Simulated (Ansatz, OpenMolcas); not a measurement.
InF: a line through the functionals

The species is InF (2 atoms), meant as a singlet with charge 0. As SMILES, `[F][In]`. The coordinates come from a PBE0-D4/def2-TZVP relaxation.

The HOMO–LUMO gap y, in eV, basis def2-TZVPP with a core potential; a is the functional's share of exact exchange. Programs: Ansatz 0.2.0, OpenMolcas 26.06.

| functional | program | a | y (eV) |
| --- | --- | --- | --- |
| TPSS | OpenMolcas | 0 | 4.38 |
| BLYP | Ansatz | 0 | 4.20 |
| B3LYP | Ansatz | 0.2 | ? |
| r2SCAN0 | Ansatz | 0.25 | 6.30 |
| PBE0 | Ansatz | 0.25 | 5.95 |
| BHLYP | Ansatz | 0.5 | 7.48 |

Task: Fit y = c + s·a to the known rows and predict B3LYP.

Result: 
1. Means of the 5 rows: a = 0.2000, y = 5.662.
2. Σ(Δa)² = 0.175, Σ(Δa·Δy) = 1.1405, so the slope is 1.1405/0.175 = 6.5171.
3. Intercept: 5.662 − (6.5171) × 0.2000 = 4.359. The largest residual of the fit is 0.31.
4. B3LYP: 4.359 + (6.5171) × 0.2 = 5.66 eV.

The run gave 5.59 eV, so the prediction is off by +0.07 eV, within the largest residual. Exact exchange lowers occupied levels and raises empty ones. The rows mix families of semi-local functionals, which the line can't see.

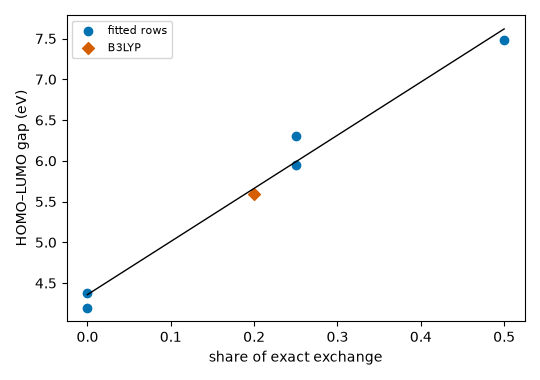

The fitted line, with the withheld row.
